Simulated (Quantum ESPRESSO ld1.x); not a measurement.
## Atomic calculation for Hf⁺

Hf⁺, configuration typed as [Xe] 4f14 5d1 6s2. Computed at this level: radial all-electron Kohn-Sham run of Quantum ESPRESSO ld1.x with rel=1, dft='PW' as typed.

## Input
```
 &input
    zed=72.0,
    iswitch=1,
    rel=1,
    dft='PW',
    config='[Xe] 4f14 5d1 6s2',
    rmax=6.0,
    prefix='ld1',
    max_out_wfc=37,
    file_charge='ld1.rho',
 /
```

Launched with:
```bash
OMP_NUM_THREADS=1 ld1.x < ld1.in > ld1.out
```

## The program's output
```
     Program LD1 v.7.5 starts

     --------------------------- All-electron run ----------------------------

     scalar relativistic calculation

     atomic number is 72.00
     dft =PW   lsd =0 sic =0 latt =0  beta=0.20 tr2=1.0E-14
     Exchange-correlation= PW
                           (   1   4   0   0   0   0   0)
     mesh =1759 r(mesh) =   5.97351 a.u. xmin = -8.00 dx = 0.00800
     1 Ry =  13.60569312 eV, c = 137.03599908

     n l     nl                  e(Ry)          e(Ha)          e(eV)
     1 0     1S 1( 2.00)     -4795.1448     -2397.5724    -65241.2681
     2 0     2S 1( 2.00)      -820.7018      -410.3509    -11166.2167
     2 1     2P 1( 6.00)      -720.9790      -360.4895     -9809.4185
     3 0     3S 1( 2.00)      -187.4733       -93.7367     -2550.7047
     3 1     3P 1( 6.00)      -157.6868       -78.8434     -2145.4381
     4 0     4S 1( 2.00)       -38.2544       -19.1272      -520.4770
     4 1     4P 1( 6.00)       -28.4782       -14.2391      -387.4655
     3 2     3D 1(10.00)      -122.3731       -61.1865     -1664.9704
     5 0     5S 1( 2.00)        -5.6070        -2.8035       -76.2866
     5 1     5P 1( 6.00)        -3.2834        -1.6417       -44.6735
     4 2     4D 1(10.00)       -15.8453        -7.9226      -215.5862
     4 3     4F 1(14.00)        -1.9219        -0.9610       -26.1490
     5 2     5D 1( 1.00)        -0.7872        -0.3936       -10.7104
     6 0     6S 1( 2.00)        -0.8715        -0.4357       -11.8570

     final scf error:  8.1E-15 reached in  26 iterations

     Etot =  -30137.893436 Ry,  -15068.946718 Ha, -410046.929469 eV

     Ekin =   33018.254679 Ry,   16509.127340 Ha,  449236.240621 eV
     Encl =  -74324.165188 Ry,  -37162.082594 Ha,-1011231.783174 eV
     Eh   =   11764.607501 Ry,    5882.303751 Ha,  160065.639377 eV
     Exc  =    -596.590429 Ry,    -298.295214 Ha,   -8117.026294 eV

     normalization and overlap integrals

     s(1S/1S) =  1.000000  <r> =   0.0190  <r2> =    0.0005  r(max) =   0.0119
     s(1S/2S) = -0.030017
     s(1S/3S) = -0.013121
     s(1S/4S) = -0.006389
     s(1S/5S) = -0.002613
     s(1S/6S) = -0.000900
     s(2S/2S) =  1.000000  <r> =   0.0804  <r2> =    0.0076  r(max) =   0.0682
     s(2S/3S) = -0.008347
     s(2S/4S) = -0.003880
     s(2S/5S) = -0.001572
     s(2S/6S) = -0.000541
     s(2P/2P) =  1.000000  <r> =   0.0717  <r2> =    0.0063  r(max) =   0.0559
     s(2P/3P) = -0.006631
     s(2P/4P) = -0.002909
     s(2P/5P) = -0.001049
     s(3S/3S) =  1.000000  <r> =   0.2088  <r2> =    0.0499  r(max) =   0.1915
     s(3S/4S) = -0.002791
     s(3S/5S) = -0.001096
     s(3S/6S) = -0.000375
     s(3P/3P) =  1.000000  <r> =   0.2087  <r2> =    0.0505  r(max) =   0.1900
     s(3P/4P) = -0.002358
     s(3P/5P) = -0.000825
     s(4S/4S) =  1.000000  <r> =   0.4685  <r2> =    0.2479  r(max) =   0.4366
     s(4S/5S) = -0.000755
     s(4S/6S) = -0.000255
     s(4P/4P) =  1.000000  <r> =   0.4980  <r2> =    0.2823  r(max) =   0.4581
     s(4P/5P) = -0.000574
     s(3D/3D) =  1.000000  <r> =   0.1890  <r2> =    0.0419  r(max) =   0.1543
     s(3D/4D) = -0.001704
     s(3D/5D) = -0.000374
     s(5S/5S) =  1.000000  <r> =   1.1320  <r2> =    1.4420  r(max) =   1.0114
     s(5S/6S) = -0.000129
     s(5P/5P) =  1.000000  <r> =   1.3342  <r2> =    2.0230  r(max) =   1.1587
     s(4D/4D) =  1.000000  <r> =   0.5355  <r2> =    0.3328  r(max) =   0.4692
     s(4D/5D) = -0.000282
     s(4F/4F) =  1.000000  <r> =   0.6756  <r2> =    0.5903  r(max) =   0.4545
     s(5D/5D) =  1.000070  <r> =   2.1468  <r2> =    5.4362  r(max) =   1.6345
     s(6S/6S) =  1.000302  <r> =   3.0193  <r2> =   10.0958  r(max) =   2.7056

     ------------------------ End of All-electron run ------------------------
```

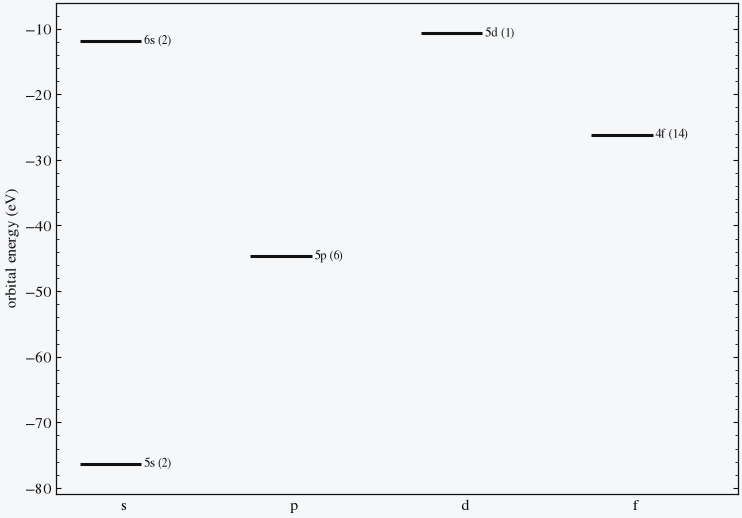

**Figure 1.** The outer levels are drawn by angular momentum (occupations in brackets). They are the filled levels of this odd run. The highest occupied level is 5d at −10.7 eV. From the top down the occupied levels run 5d (−10.7 eV), 6s (−11.9 eV), 4f (−26.1 eV), 5p (−44.7 eV), 5s (−76.3 eV).

## Outcome

| quantity | value |
| --- | --- |
| outcome | converged |
| total energy | −15068.9467 hartree |
| kinetic energy | 16509.1273 hartree |
| electron–nucleus energy | −37162.0826 hartree |
| Hartree energy | 5882.3038 hartree |
| exchange–correlation energy | −298.295214 hartree |
| SCF iterations | 26 |
| hardware | 1 CPU thread, shared host |
| wall time | 1.2 s |

## What is odd here

One thing in this input was made odd on purpose: rmax too small. The program ran to the end. Its total energy differs from that of the same run with the usual input (−15068.95322 hartree) by +0.0065 hartree, so this setting spoils the energy.
